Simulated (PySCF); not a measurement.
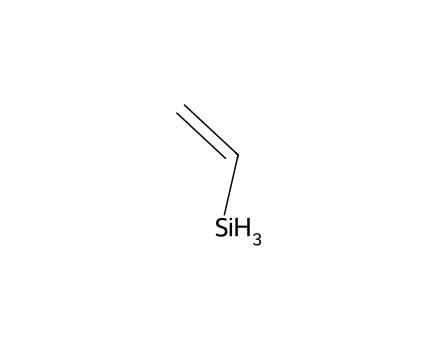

2D structure.

Question: Give its SMILES.

Answer: C=C[SiH3]

Question: Give the formula, hydrogens included.

Answer: C2H6Si.

Question: An optimisation with PBE0-D3(BJ)/def2-SVP gave a structure of which point group?

Answer: Cs.

More results for the same structure follow; atom numbers are the same in all pictures, views and colours differ. The computed structure is the end point of a PBE0-D3(BJ)/def2-SVP optimisation. No frequency run is at hand to confirm it as a minimum.

## Dipole moment

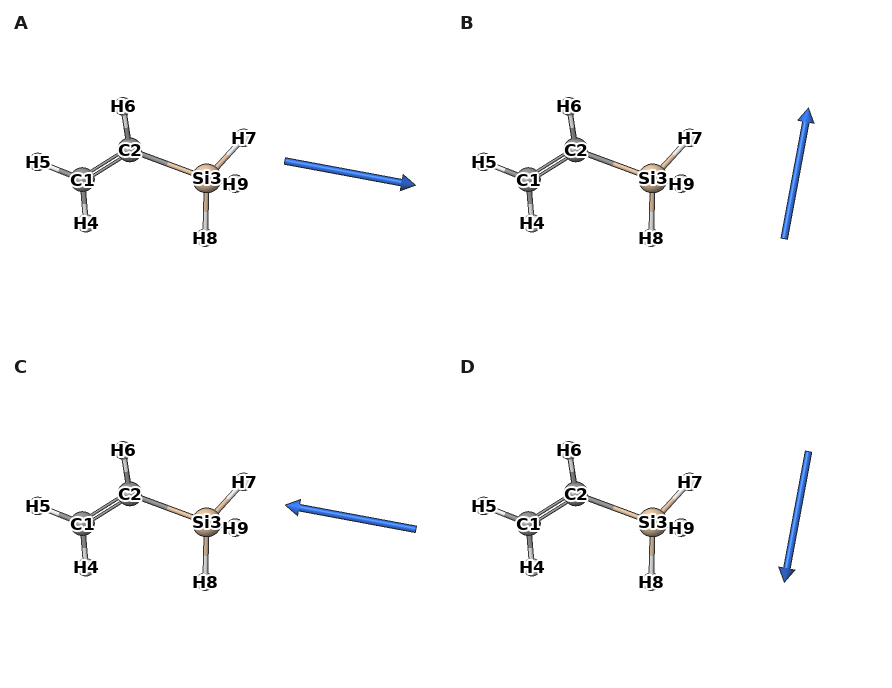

The same molecule four times, each with an arrow. No frequency run is at hand to confirm it as a minimum. Level of theory: PBE0/pcSseg-1 in chloroform (IEF-PCM) (PySCF 2.14.0).

Question: Which arrow points along the dipole moment, from the negative to the positive end?

Answer: C. The dipole moment is 0.84 D; it points from the side of H7, H9 to the side of H5 (the outermost atoms at the two ends).

## Polarisability

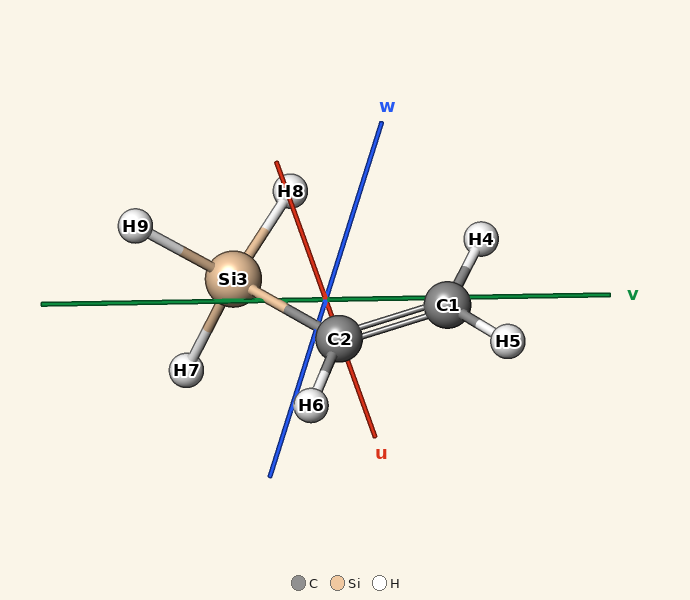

The lines u, v and w are the principal axes of the static dipole polarisability. No frequency run is at hand to confirm it as a minimum. Computed with ωB97X-D/def2-SVPD (PySCF 2.14.0).

Question: Along which axis is the molecule most polarisable, and along which least?

Answer: Most along v, least along u.

Question: Give the three principal values.

Answer: u 44.4, v 68.6, w 50.3 bohr³; mean 54.4, anisotropy 21.9 bohr³.

## Excitation

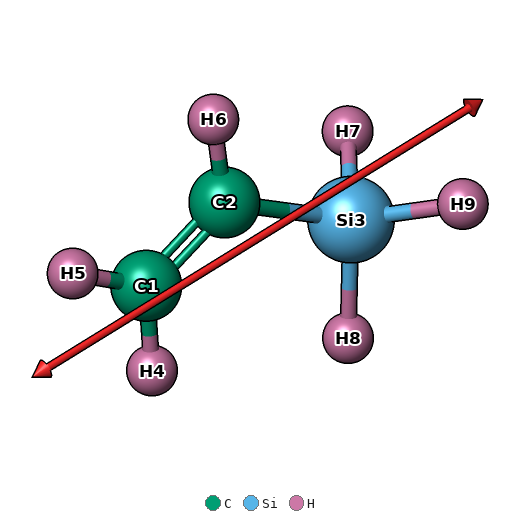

The double arrow shows the direction of the transition dipole to excited singlet state 2 (its length means nothing). No frequency run is at hand to confirm it as a minimum. Properties computed with TDDFT ωB97X-D/def2-SVPD, vertical, gas phase, core orbitals frozen in the response (PySCF 2.14.0).

Question: Give its energy, strength and character.

Answer: 7.25 eV (171 nm), oscillator strength 0.45, mainly HOMO → LUMO (weight 0.96); transition dipole 4.04 D.
